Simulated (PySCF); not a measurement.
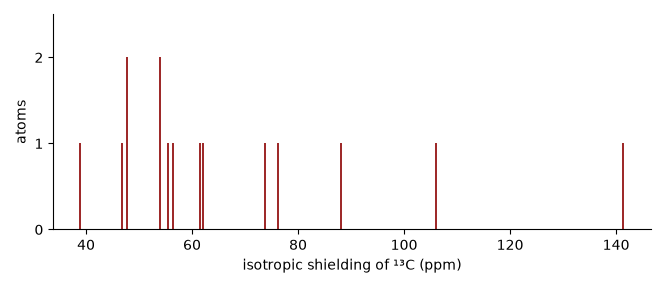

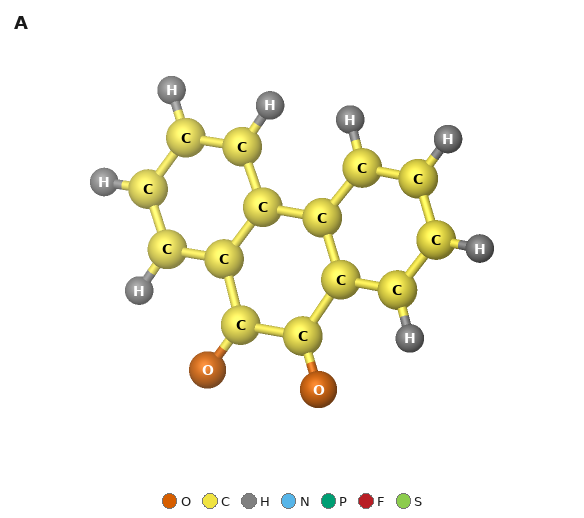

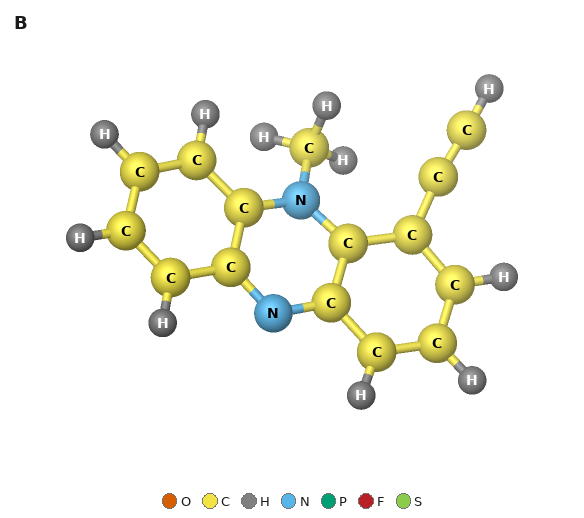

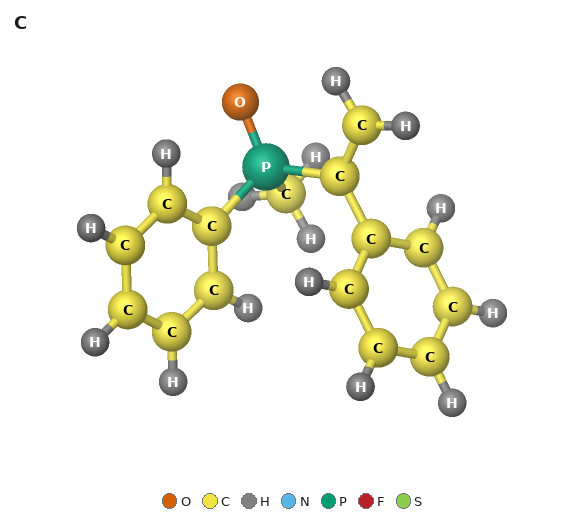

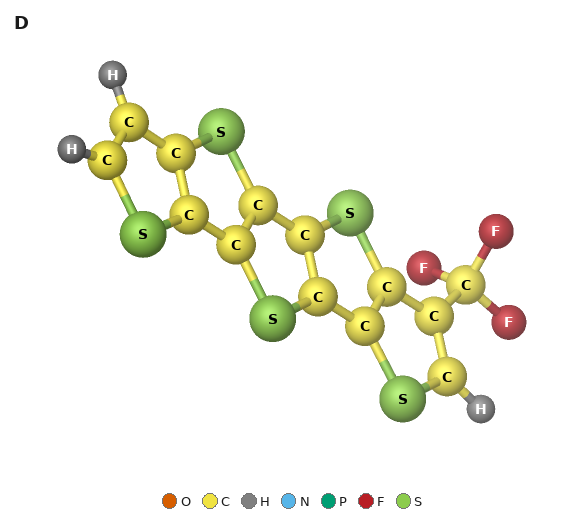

The sticks are computed shieldings of one of the molecules, for one fixed geometry (GFN2-xTB) without averaging over rotations. Low shielding means a high chemical shift. Method: GIAO KT3/pcSseg-1 NMR shielding, non-relativistic, gas phase (PySCF 2.14.0).

Question: Match the spectrum to a structure.

Answer: B, `C#Cc1cccc2nc3ccccc3[n+](C)c12`. Its 15 C atoms give lines at 38.9, 46.9, 47.7 (2 atoms), 54.0 (2 atoms), 55.5, 56.5, 61.5, 62.0, 73.8, 76.1, 88.0, 106.0, 141.4 ppm.

The geometry is semi-empirical. Around P such bond lengths and angles can be off by a tenth of an ångström or more and by several degrees, and values that hang on the shape move with them.
